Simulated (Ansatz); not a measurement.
# CCSDT(Q)/STO-3G run of BF3 (SMILES FB(F)F)

What is the electronic atomisation energy of BF3 at CCSDT(Q)/STO-3G? 

The calculation is run with Ansatz 0.2.0.

35 further runs of the same task are left out: 2 that didn't finish, 33 set aside as unsound or not needed.

## (1) The molecule

The species is BF3 (4 atoms), meant as a singlet with charge 0. As SMILES, `FB(F)F`. The shape is that of a GFN2-xTB optimisation.

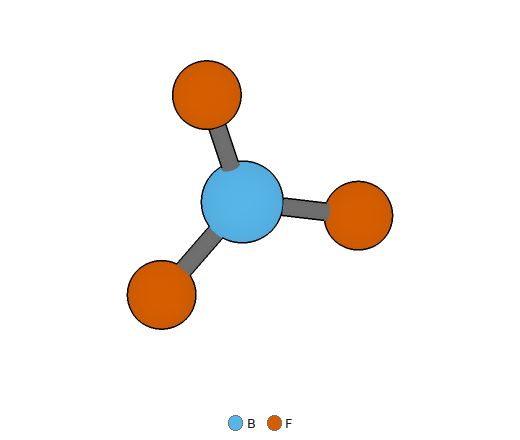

Viewed from a chosen angle; boron blue, fluorine orange.

## (2) The energy at CCSDT(Q)/STO-3G

File run.yaml:

```yaml
crystal:
  periodic: [false, false, false]
  atoms:
    - {symbol: B, position_ang: [0.000110, 0.000040, -0.000210]}
    - {symbol: F, position_ang: [1.300290, -0.027650, 0.013460]}
    - {symbol: F, position_ang: [-0.626240, 1.139760, -0.017260]}
    - {symbol: F, position_ang: [-0.674160, -1.112140, 0.004010]}
basis:
  gaussian: {orbitals: STO-3G}
correlation: {method: ccsdt_q, frozen_orbitals: {B: 1, F: 1}}
accuracy: high
scf: {omitted_lower_state_checks: [cluster_reference, increment]}
```

The run is started by

```
$ ansatz run run.yaml --threads 1 --pin off --max-ram 2610MiB --events-out events.jsonl --progress --plain --runs-dir runs
```

The log of the run (excerpt; [...] marks lines left out):

```text
Warning: RAYON_NUM_THREADS=1 ignored (pool sized by the plan → 1); use --threads N
Functional definition: HF
  name "HF"
[...]
366 factors; integrals over basis functions are off by at most 3.2e-8 eV
[...]
mean field -8671.22618018 eV, -318.6616845535 hartree, gradient 7.9e-9 eV, S^2 0.000000; 0 other end points of the search recorded, 0 dependent functions left out
4 core orbitals not correlated: weight in the atoms' cores, before any rotation towards them, 1.000 or more for the frozen orbitals, at most 0.000 for the correlated occupied ones
reference -8671.22618018 eV, -318.6616845535 hartree; 12, 12 occupied and 4, 4 virtual orbitals, 366 factors
second order -2.57308570 eV of doubles, -0.00000000 eV of singles
cycle   1  -2.66306191 eV  change   -9.0e-2 eV  update   9.2e-2
[...]
cycle  20  -3.12710327 eV  change   -2.0e-9 eV  update   1.1e-9
perturbative correction -0.00449677 eV, -0.0001652533 hartree
Total energy: -8674.35778023 eV, -318.7767687324 hartree
Checks for a lower state left out: cluster_reference, increment
```

Wall time 0.57 s (1 thread of Arm Neoverse V1, shared host).

## (3) The B atom, same level

File in.yaml:

```yaml
basis:
  gaussian:
    orbitals: STO-3G
crystal:
  periodic: [false, false, false]
  atoms:
    - {symbol: B, position_ang: [0.000000, 0.000000, 0.000000]}
magnetization:
  spin_polarized: true
  initial_magnetization: 1
correlation:
  method: ccsdt_q
  frozen_orbitals: {B: 1}
accuracy: high
scf:
  omitted_lower_state_checks: [cluster_reference, increment]
```

The run is started by

```
$ ansatz run in.yaml --threads 1 --pin off --max-ram 2610MiB --events-out events.jsonl --progress --plain --runs-dir runs
```

The log of the run (excerpt; [...] marks lines left out):

```text
Warning: RAYON_NUM_THREADS=1 ignored (pool sized by the plan → 1); use --threads N
[... 2 set-up lines as earlier in the session ...]
[...]
15 factors; integrals over basis functions are off by at most 8.9e-10 eV
[...]
mean field -657.12745801 eV, -24.1489886649 hartree, gradient 0.0e0 eV, S^2 0.750000; 4 other end points of the search recorded, 0 dependent functions left out
1 core orbitals not correlated: weight in the atoms' cores, before any rotation towards them, 1.000 or more for the frozen orbitals, at most 0.000 for the correlated occupied ones
reference -657.12745801 eV, -24.1489886649 hartree; 2, 1 occupied and 2, 3 virtual orbitals, 15 factors
second order -0.50768279 eV of doubles, 0.00000000 eV of singles
cycle   1  -0.78653405 eV  change   -2.8e-1 eV  update   6.4e-2
[...]
cycle  11  -1.08840109 eV  change   4.4e-11 eV  update  3.7e-11
perturbative correction 0.00000000 eV, 0.0000000000 hartree
Total energy: -658.21585910 eV, -24.1889866671 hartree
Checks for a lower state left out: cluster_reference, increment
```

Wall time 0.63 s (1 thread of Arm Neoverse V1, shared host).

## (4) The F atom

File run.yaml:

```yaml
crystal:
  periodic: [false, false, false]
  atoms:
    - {symbol: F, position_ang: [0.000000, 0.000000, 0.000000]}
basis:
  gaussian: {orbitals: STO-3G}
total_charge: 0
magnetization: {spin_polarized: true, initial_magnetization: 1}
correlation: {method: ccsdt_q, frozen_orbitals: {F: 1}}
accuracy: high
scf: {omitted_lower_state_checks: [cluster_reference, increment]}
```

Run the same way, it converges to -97.98651 Eh (log not shown).

## (5) Results

At CCSDT(Q)/STO-3G, 4 core orbitals frozen:

```
                                             quantity          value
                               molecule: total energy  -318.77677 Eh
molecule: correlation energy (4 core orbitals frozen)     -115.1 mEh
                              molecule: T1 diagnostic          0.013
                                 B atom: total energy   -24.18899 Eh
   B atom: correlation energy (1 core orbital frozen)      -40.0 mEh
            B atom: ⟨S²⟩ of the reference determinant          0.750
                                B atom: T1 diagnostic          0.000
                                 F atom: total energy   -97.98651 Eh
   F atom: correlation energy (1 core orbital frozen)        0.0 mEh
            F atom: ⟨S²⟩ of the reference determinant          0.750
                                F atom: T1 diagnostic          0.000
                        electronic atomisation energy      17.096 eV
```

What this shows: Taking the molecule apart into free atoms costs 17.10 eV (1650 kJ/mol), before zero-point energy and without spin-orbit coupling. In a minimal basis such a difference can be off by several eV, whatever the method.
